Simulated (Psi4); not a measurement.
# HF/def2-TZVP (core potential, ints tolerance 1e-12, sweep point 6) run of InH3F− ([InFH3]-)

Aim: the vertical ionisation energy of InH3F− ([InFH3]-) at HF/def2-TZVP (core potential, ints tolerance 1e-12, sweep point 6), from 2 runs. The job is set up through a Python script.

The results are computed with Psi4 1.11.

4 further runs of the same task are left out: 4 set aside as unsound or not needed.

## 1. The system as given

InH3F− has 5 atoms, charge -1, and is taken as a singlet. SMILES: `[H][In-]([H])([H])[F]`. Geometry: a GFN2-xTB relaxation, a rough one for these elements and not checked as a minimum.

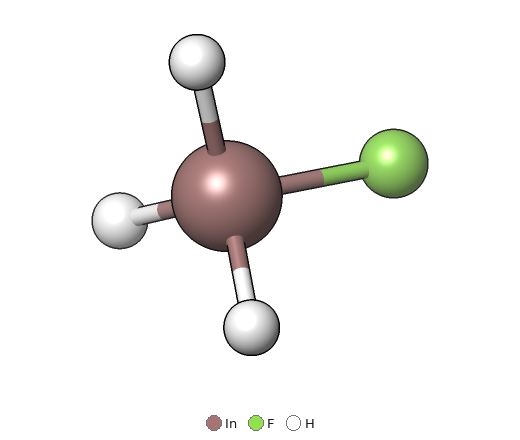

The structure, seen from a chosen angle (indium brown, fluorine green, hydrogen white).

## 2. The energy at HF/def2-TZVP (core potential, ints tolerance 1e-12, sweep point 6)

Input file job.py:

```python
import psi4

psi4.set_memory(1600000000)
psi4.set_num_threads(1)
psi4.set_output_file('output.dat', False)

m = psi4.geometry("""
-1 1
In     0.001730     0.003130    -0.134360
F      0.009540    -0.019260     1.883540
H      1.643850     0.009670    -0.593190
H     -0.832240     1.425350    -0.564970
H     -0.822880    -1.418880    -0.591010
symmetry c1
""")

options = {'basis': 'def2-TZVP', 'reference': 'rhf', 'puream': True, 'scf_type': 'direct', 'ints_tolerance': 1e-12, 'maxiter': 60}
psi4.set_options(options)

e, wfn = psi4.energy('scf', molecule=m, return_wfn=True)
print('E =', round(e, 9))
for k, v in sorted(psi4.core.scalar_variables().items()):
    print(f'{k:45s} {v:18.10f}')
```

Launch:

```sh
$ python job.py
```

output.dat:

```text
[...]
    !!!  WARNING: ECP capability is in beta. Please check occupations closely.  !!!
[...]
  Running in c1 symmetry.
[...]
  Nuclear repulsion =   74.489243747919261
[...]
  Multiplicity = 1
[...]
  Nalpha       = 17
  Nbeta        = 17
[...]
    Number of basis functions: 99
[...]
   @DF-RHF iter   1:  -290.34571238045237   -1.56045e+00   5.64798e-03 ADIIS/DIIS
[...]
   @RHF iter  10:  -290.46810776403959   -2.86982e-08   3.82306e-07 DIIS
[...]
    Orbital Energies [Eh]
    ---------------------
    Doubly Occupied:
       1A    -25.978624     2A     -5.149773     3A     -3.406708
       4A     -3.406028     5A     -3.406011     6A     -1.252055
       7A     -0.800254     8A     -0.800179     9A     -0.797579
      10A     -0.790386    11A     -0.790363    12A     -0.406349
      13A     -0.348300    14A     -0.348283    15A     -0.303002
      16A     -0.201167    17A     -0.200367
[...]
  @RHF Final Energy:  -290.46810776403959
   => Energetics <=
    Nuclear Repulsion Energy =             74.4892437479192608
    One-Electron Energy =                -633.1438500159149498
    Two-Electron Energy =                 268.1864985039560452
    Total Energy =                       -290.4681077640395870
[...]
 Multipole Moments:
 ------------------------------------------------------------------------------------
     Multipole            Electronic (a.u.)      Nuclear  (a.u.)        Total (a.u.)
 ------------------------------------------------------------------------------------
 L = 1.  Multiply by 2.5417464519 to convert [e a0] to [Debye]
 Dipole X            :         -0.0350102            0.0417026            0.0066924
 Dipole Y            :          0.1930901           -0.1774104            0.0156797
 Dipole Z            :        -15.6338850           14.9336129           -0.7002722
 Magnitude           :                                                    0.7004797
[...]
```

On the terminal:

```text
E = -290.468107764
CURRENT ENERGY                                   -290.4681077640
CURRENT REFERENCE ENERGY                         -290.4681077640
DD SOLVATION ENERGY                                 0.0000000000
HF KINETIC ENERGY                                 174.9447550799
HF POTENTIAL ENERGY                              -465.4128628440
HF TOTAL ENERGY                                  -290.4681077640
HF VIRIAL RATIO                                     2.6603419041
NUCLEAR REPULSION ENERGY                           74.4892437479
ONE-ELECTRON ENERGY                              -633.1438500159
PCM POLARIZATION ENERGY                             0.0000000000
PE ENERGY                                           0.0000000000
SCF ITERATION ENERGY                             -290.4681077640
SCF ITERATIONS                                     10.0000000000
SCF TOTAL ENERGY                                 -290.4681077640
TWO-ELECTRON ENERGY                               268.1864985040
```

Run time: 3.9 s. Hardware: 1 thread of Intel Xeon Platinum 8488C (Sapphire Rapids), shared host; peak memory 0.22 GiB.

## 3. Doublet neutral InH3F, same level

Input file run.py:

```python
import psi4

psi4.set_memory(1600000000)
psi4.set_num_threads(1)
psi4.core.set_output_file('psi4.out', False)

mol = psi4.geometry("""
0 2
In     0.001730     0.003130    -0.134360
F      0.009540    -0.019260     1.883540
H      1.643850     0.009670    -0.593190
H     -0.832240     1.425350    -0.564970
H     -0.822880    -1.418880    -0.591010
symmetry c1
""")

psi4.set_options(dict(basis='def2-TZVP', reference='uhf', puream=True, scf_type='direct', ints_tolerance=1e-12, maxiter=150))

e_tot = psi4.energy('hf')
print(f'total energy {e_tot:.8f} hartree = {e_tot * 27.211386:.5f} eV')
```

Launch:

```sh
$ python run.py
```

psi4.out:

```text
[...]
    !!!  WARNING: ECP capability is in beta. Please check occupations closely.  !!!
[...]
  Running in c1 symmetry.
[...]
  Nuclear repulsion =   74.489243747919261
[...]
  Multiplicity = 2
[...]
  Nalpha       = 17
  Nbeta        = 16
[...]
    Number of basis functions: 99
[...]
   @DF-UHF iter   1:  -290.19150697086314   -1.40625e+00   5.36193e-03 DIIS/ADIIS
[...]
   @UHF iter  20:  -290.30907338043261   -3.38019e-08   4.46179e-07 DIIS
[...]
   @S^2 Observed:                7.739089256E-01
[...]
    Orbital Energies [Eh]
    ---------------------
    Alpha Occupied:
       1A    -26.179739     2A     -5.411141     3A     -3.676378
       4A     -3.663099     5A     -3.662764     6A     -1.448934
       7A     -1.079432     8A     -1.059980     9A     -1.055832
      10A     -1.046207    11A     -1.045561    12A     -0.710231
      13A     -0.571233    14A     -0.543881    15A     -0.539855
      16A     -0.494110    17A     -0.433517
    Alpha Virtual:
      18A      0.057758    19A      0.080028    20A      0.085899
      21A      0.132429    22A      0.171758    23A      0.179351
      24A      0.191382    25A      0.238219    26A      0.262826
[...]
  @UHF Final Energy:  -290.30907338043261
   => Energetics <=
    Nuclear Repulsion Energy =             74.4892437479192608
    One-Electron Energy =                -625.1396659089662080
    Two-Electron Energy =                 260.3413487806142825
    Total Energy =                       -290.3090733804326078
  UHF NO Occupations:
  HONO-2 :   15  A 1.9974666
  HONO-1 :   16  A 1.9908028
[...]
 Multipole Moments:
 ------------------------------------------------------------------------------------
     Multipole            Electronic (a.u.)      Nuclear  (a.u.)        Total (a.u.)
 ------------------------------------------------------------------------------------
 L = 1.  Multiply by 2.5417464519 to convert [e a0] to [Debye]
 Dipole X            :         -0.6080573            0.0417026           -0.5663547
 Dipole Y            :          1.1100980           -0.1774104            0.9326876
 Dipole Z            :        -16.5966821           14.9336129           -1.6630693
 Magnitude           :                                                    1.9890860
[...]
```

The script printed:

```text
total energy -290.30907338 hartree = -7899.71226 eV
```

It took 4.8 s on 1 thread of Intel Xeon Platinum 8488C (Sapphire Rapids), shared host; peak memory 0.22 GiB.

## 4. What came out

Level: HF/def2-TZVP (core potential, ints tolerance 1e-12, sweep point 6).

| quantity | value |
| --- | --- |
| singlet InH3F−: total energy | -290.46811 Eh |
| singlet InH3F−: HOMO energy | -5.45 eV |
| singlet InH3F−: LUMO energy | 5.86 eV |
| singlet InH3F−: HOMO–LUMO gap (to an unbound level, set by the basis) | 11.32 eV |
| doublet neutral InH3F: total energy | -290.30907 Eh |
| doublet neutral InH3F: dipole moment | 5.06 D |
| doublet neutral InH3F: HOMO energy (highest over α and β) | -10.74 eV |
| doublet neutral InH3F: LUMO energy (lowest over α and β) | -3.33 eV |
| doublet neutral InH3F: ⟨S²⟩ | 0.774 |
| vertical detachment energy (to the doublet neutral) | 4.328 eV |

What this shows: The vertical ionisation energy comes to 4.33 eV (418 kJ/mol). The negative HOMO energy of the first species, 5.45 eV, lies 1.12 eV above that difference.
